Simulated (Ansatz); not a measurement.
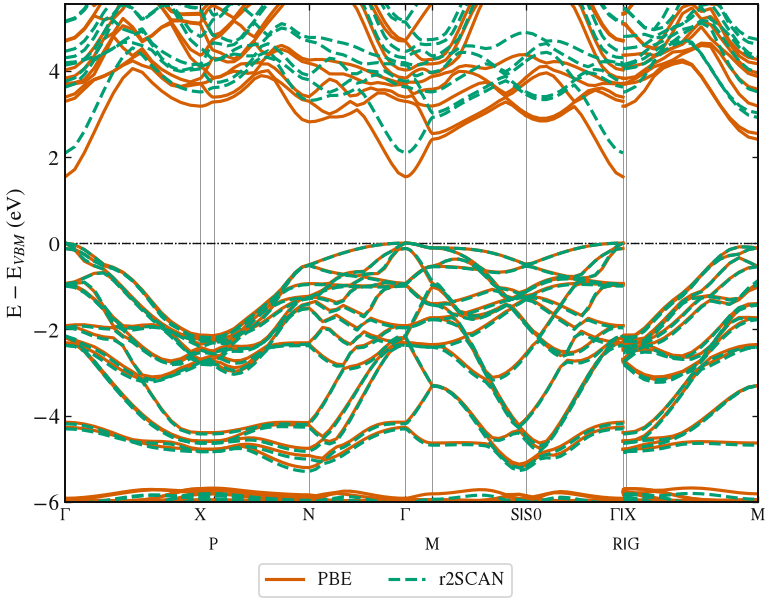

Band structures of Zn5Se2S3, space group I-4m2 (No. 119), 10 atoms in the cell, by two methods on the same cell. Each is counted from its own valence-band top.

Question: What changes from one method to the other?

Answer: PBE gives a gap of 1.54 eV along the path and r2SCAN gives a gap of 2.09 eV along the path. Over the top 3 filled bands the two differ by 0.02 eV on average.

Settings. PBE: DFT PBE, scalar-relativistic, plane waves, PAW, no spin polarisation, 10×10×10 k mesh, 420 eV cutoff, Gaussian smearing of 0.02 eV (Ansatz). r2SCAN: DFT r2SCAN, scalar-relativistic, plane waves, PAW, no spin polarisation, 10×10×10 k mesh, 500 eV cutoff (Ansatz 0.2.0).

The structure is an invented one, so it need not be a known or stable phase.
